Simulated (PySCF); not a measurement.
```xyz
18

C     3.1988   -0.3401    0.3608
C     2.2515    0.5329    0.5310
C     0.8139    0.3484    0.2735
C    -0.0541    1.3279    0.5753
C    -1.5035    1.2067    0.4177
O    -2.2583    2.1178    0.6833
C    -1.9942   -0.1447   -0.0583
C    -0.9913   -0.7950   -1.0019
C     0.3557   -0.9545   -0.3046
H     3.3442   -1.3406    0.0270
H     2.4964    1.5159    0.9219
H     0.2867    2.2733    0.9744
H    -2.1285   -0.7697    0.8306
H    -2.9705   -0.0223   -0.5295
H    -1.3599   -1.7690   -1.3291
H    -0.8682   -0.1661   -1.8869
H     1.1037   -1.3302   -1.0048
H     0.2689   -1.6842    0.5080
```

Geometry: GFN2-xTB.

Level of theory: PySCF, UKS B3LYP, pcH-1 on C H O, non-relativistic, mean-field spin-orbit, GIAO.

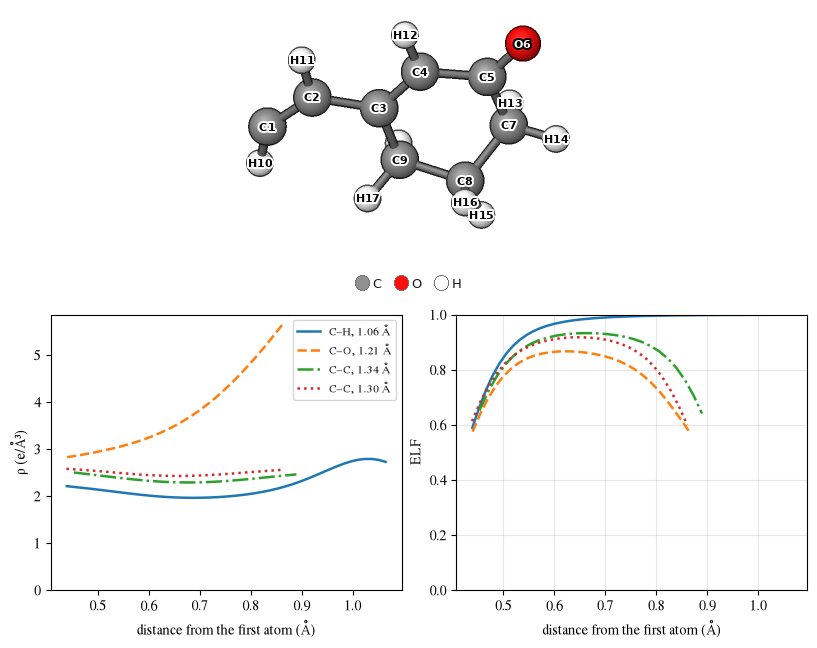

C8H9O (SMILES [H]/[C]=C\C1=CC(=O)CCC1) (doublet). Total electron density and ELF along straight lines between neighbouring atoms. The curves leave out the atomic cores. The structure is drawn too.

**Compare the contacts.**

C–H (1.06 Å): ρ at the midpoint is about 2.1 e/Å³; the ELF climbs to about 1 towards the hydrogen, as it does in any bond to H: a covalent bond by its length.
C–O (1.21 Å): ρ is about 3.3 e/Å³ halfway; the ELF peaks at about 0.85 between the atoms; a multiple bond.
C–C (1.34 Å): ρ at the midpoint is about 2.3 e/Å³; the ELF peaks at about 0.95 between the atoms: a short, multiple covalent bond.
C–C (1.30 Å): the density is about 2.4 e/Å³ at the midpoint; the ELF peaks at about 0.90 between the atoms: a multiple bond.
